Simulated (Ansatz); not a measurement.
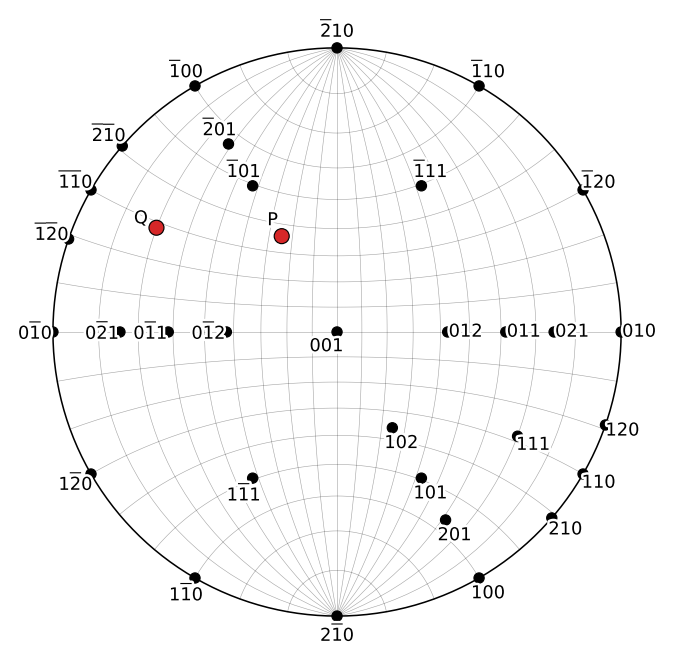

Crystal: Ru, the input geometry of an electronic-structure calculation (not necessarily at equilibrium). Stereographic projection of plane normals (upper hemisphere) centred on (0 0 1). Symmetry computed with spglib at a tolerance of 0.002 Å; standard conventional cell.

a = 2.724 Å, b = 2.724 Å, c = 4.332 Å, α = 90.00°, β = 90.00°, γ = 120.00°.

Question: Index the poles marked P, Q.

Answer: P is (−1 0 2), in four indices (−1 0 1 2), 42.6° from the centre; Q is (−1 −1 1), in four indices (−1 −1 2 1), 72.5° from the centre.

Question: What is the angle between the normals of (1 1 1) and (2 0 1), and what are their d_hkl = 1/|g|?

Answer: 28.8°; d = 1.299 Å and 1.138 Å.
